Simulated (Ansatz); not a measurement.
The figure comes from a scan of CdTe (zinc blende): volume and axial ratio are varied about the relaxed values (subscript 0). All values below come from r2SCAN (plane waves to 500 eV, PAW, scalar-relativistic; Ansatz, a program for electronic structure). k mesh 9×9×9 (Γ-centred), Fermi-Dirac smearing 0.05 eV. Stress and pressure are positive under compression. CdTe was relaxed with its symmetry unable to fall. Spin-orbit coupling is left out, though Te is heavy. The PAW data are Ansatz's earlier set. 

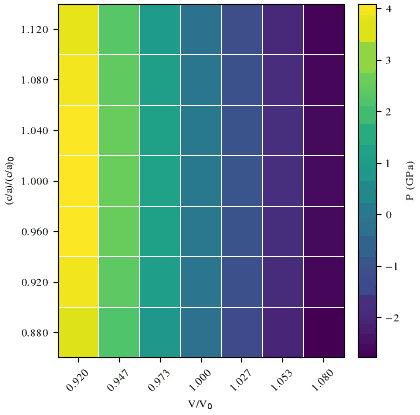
P (GPa), one tile a computed point.

Q: Read the plotted values off the figure, to the accuracy that the plot allows.

A: To the nearest 1:

P (GPa), with V/V₀ across and (c/a)/(c/a)₀ down:

```tsv
(c/a)/(c/a)₀ \ V/V₀	0.920	0.947	0.973	1.000	1.027	1.053	1.080
0.880	4	2	1	0	-1	-2	-3
0.920	4	2	1	0	-1	-2	-3
0.960	4	2	1	0	-1	-2	-3
1.000	4	3	1	0	-1	-2	-3
1.040	4	2	1	0	-1	-2	-3
1.080	4	2	1	0	-1	-2	-3
1.120	4	2	1	0	-1	-2	-3
```

(A scan under strain: stresses follow from slopes of the energy per volume, elastic moduli from its curvatures.)
